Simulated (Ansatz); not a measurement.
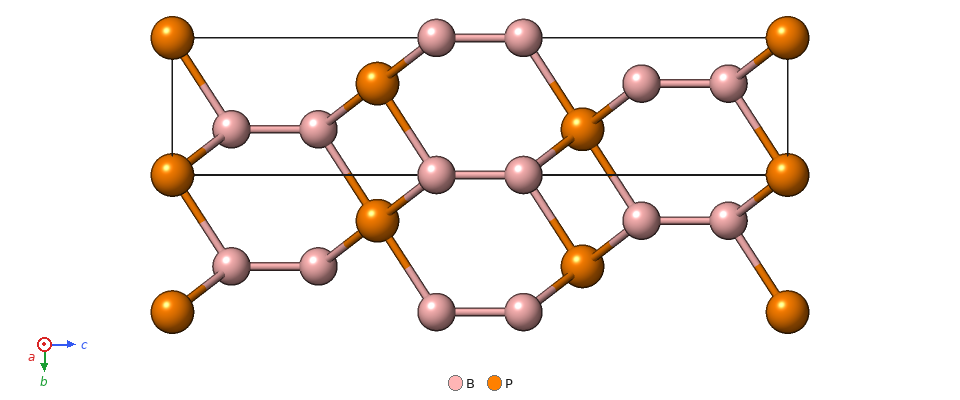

The picture looks along a close-packed row of the hexagonal mesh; c points to the right. Every atom sits on one of the three columns of the mesh; call them A, B, C in the order in which they first turn up. The sequence starts with the first layer at or above the cell's origin.

System B₂P (space group R-3m, No. 166); source of the atomic positions: the input geometry of an electronic-structure calculation (not necessarily at equilibrium); the starting structure was generated, so it need not be a known form of this composition.

**List the layers of one repeat.**

P(A) – B(B) – B(B) – P(C) – B(A) – B(A) – P(B) – B(C) – B(C) (nine layers in 11.77 Å).

Heights of the layers:

```csv
layer,atoms (column),height (Å),to next (Å)
1,P(A),0.00,1.13
2,B(B),1.13,1.66
3,B(B),2.79,1.13
4,P(C),3.92,1.13
5,B(A),5.06,1.66
6,B(A),6.72,1.13
7,P(B),7.85,1.13
8,B(C),8.98,1.66
9,B(C),10.64,1.13
```
